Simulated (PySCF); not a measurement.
SMILES ClB1NB(Cl)[NH2+]B(Cl)N1 (H₄B₃Cl₃N₃ (cation, charge +1)) at its PBE0/def2-SVP optimised geometry (Å):

```
13

Cl    -2.0134    -2.7737    -0.0057
B     -1.1283    -1.2830    -0.0029
N      0.3148    -1.2754    -0.0036
B      1.1042    -0.1332    -0.0023
Cl     2.8304    -0.0703    -0.0031
N      0.3622     1.2276     0.0000
B     -1.1876     1.2276     0.0000
Cl    -1.9579     2.7737     0.0000
N     -1.8124    -0.0124    -0.0002
H      0.7840    -2.1790    -0.0051
H      0.6930     1.7835     0.8038
H      0.6933     1.7865    -0.8016
H     -2.8304    -0.0330     0.0002
```

Computed with PBE0/def2-TZVP in PySCF. Cells within 0.4 Å of a nucleus heavier than hydrogen are left out (blank, or x).

Map of the electrostatic potential (hartree/e), clipped to [0.07, 0.96] on the plane z = 0.0 Å:

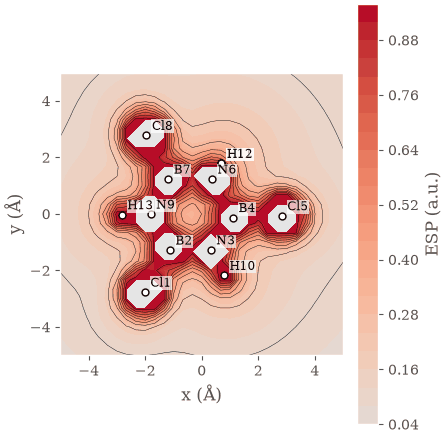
Figure: Electrostatic potential (hartree/e), clipped to [0.07, 0.96] on the plane z = 0.0 Å.
